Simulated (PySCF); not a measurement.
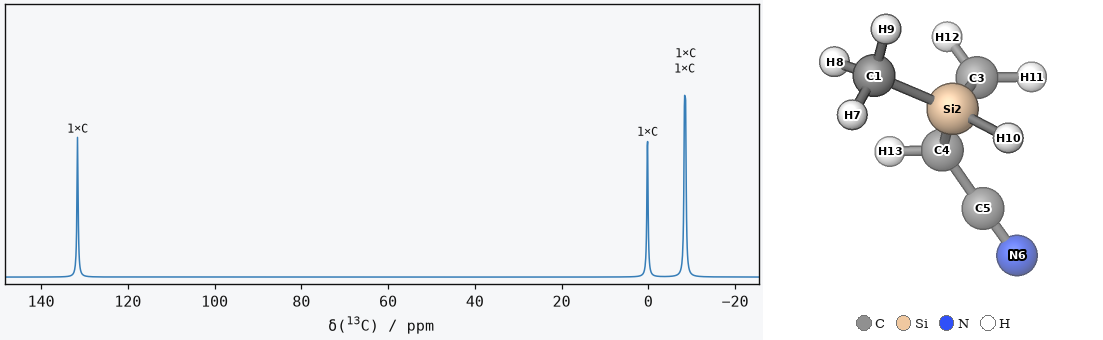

Spectrum and numbered structure of C₄H₇NSi, SMILES C[Si@@H]1C[C@H]1C#N. GIAO shifts, LC-wPBE/pcSseg-1 with PySCF, at a PBE0-D3(BJ)/def2-SVP geometry (no frequency check), against TMS for ¹³C computed at the same level. Gas phase, fully decoupled, line heights follow the number of nuclei, widths are arbitrary (no quadrupolar broadening); values of one conformer, averaged over methyl-type rotors and exact or near symmetry.

### Assign the ¹³C signals to the numbered atoms.

| δ (ppm) | nuclei | atoms |
| --- | --- | --- |
| 131.6 | 1 | C5 |
| 0.2 | 1 | C3 |
| −8.3 | 1 | C1 |
| −8.6 | 1 | C4 |

The order of signals that lie close, as those under 2 ppm apart, is within the error of the method.
